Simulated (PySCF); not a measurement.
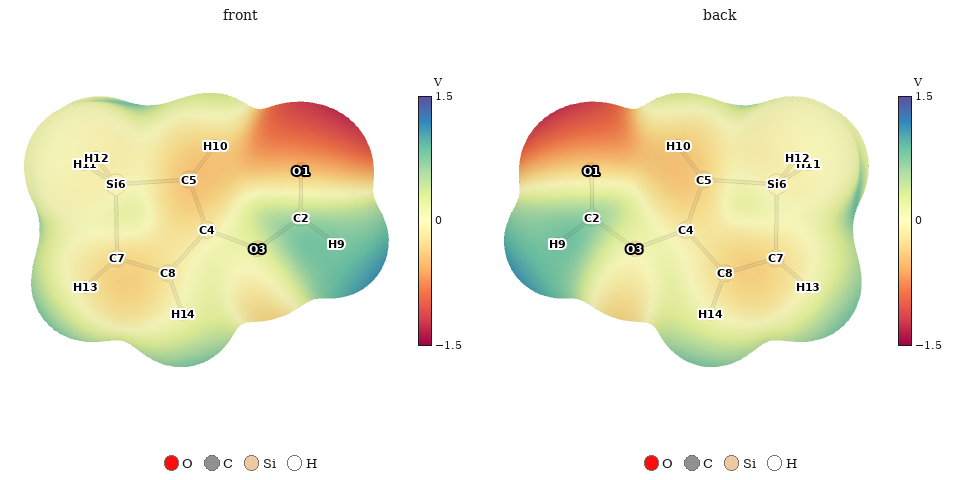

*C₅H₆O₂Si (SMILES O=COC1=C[SiH2]C=C1). The electrostatic potential painted on the density surface at 0.001 e/bohr³, seen from the front and from behind; the colour scale runs from red (negative) to blue (positive).*

Geometry: PBE0-D3(BJ)/def2-SVP.

Method: PBE0/pcSseg-1, SCF density, gas phase, non-relativistic in PySCF 2.14.0.

```xyz
14

O     3.4926    1.2069    0.5688
C     3.3482    0.0485    0.3266
O     2.1870   -0.6209    0.2194
C     0.9512   -0.0422    0.3867
C     0.6342    1.2387    0.6705
Si   -1.2318    1.2886    0.7436
C    -1.3993   -0.5425    0.3644
C    -0.1494   -1.0208    0.2211
H     4.1711   -0.6738    0.1505
H     1.3800    2.0172    0.8065
H    -1.7804    1.6734    2.0797
H    -1.8516    2.1706   -0.2923
H    -2.2813   -1.1773    0.2641
H     0.1094   -2.0606   -0.0047
```

> Where is the surface potential most negative and most positive?

The most negative region (about −1.3 V) lies over O1, the most positive (about +1.1 V) over H9. O1 is the likeliest acceptor of a hydrogen bond.

> How polar is the molecule by this calculation?

Its dipole moment is 1.89 D.
